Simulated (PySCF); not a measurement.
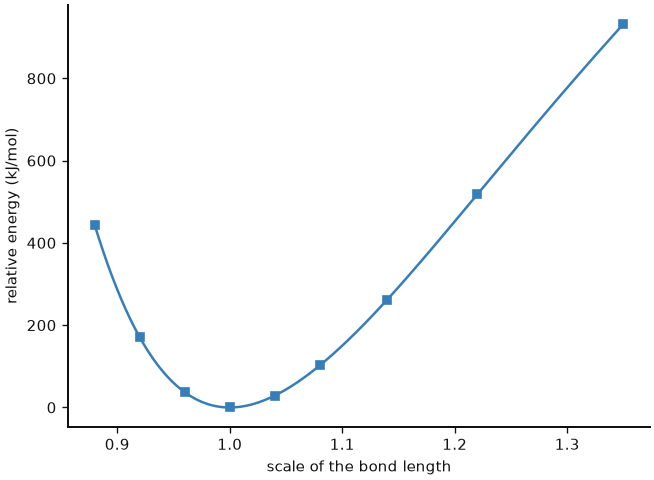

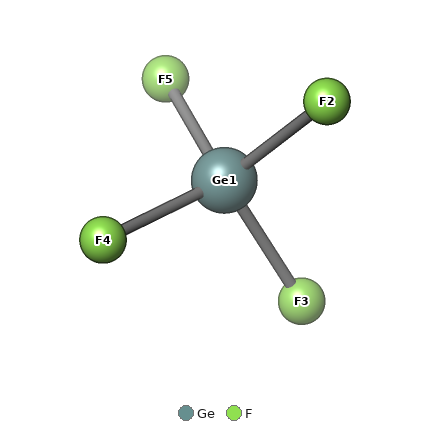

Rigid scan of GeF₄, singlet, from a minimum of the shape that electron-pair counting expects: all bonds to atom 1 scaled (atom 1 is the central atom). PBE0/def2-SVP with PySCF, restricted determinant, no spin-orbit coupling; energies counted from the minimum. Splines pass through the computed points, which are marked.

**What does it cost to go to either end of the scan?**

442.9 kJ/mol at 0.88 and 932.5 kJ/mol at 1.35.

**Give the values at the computed points.**

In kJ/mol:
```csv
scale of the bond length,PBE0
0.88,442.9
0.92,170.6
0.96,37.1
1.00,0.0
1.04,28.9
1.08,102.2
1.14,262.2
1.22,518.0
1.35,932.5
```

Note: no scalar relativity; double-zeta basis on some or all atoms.
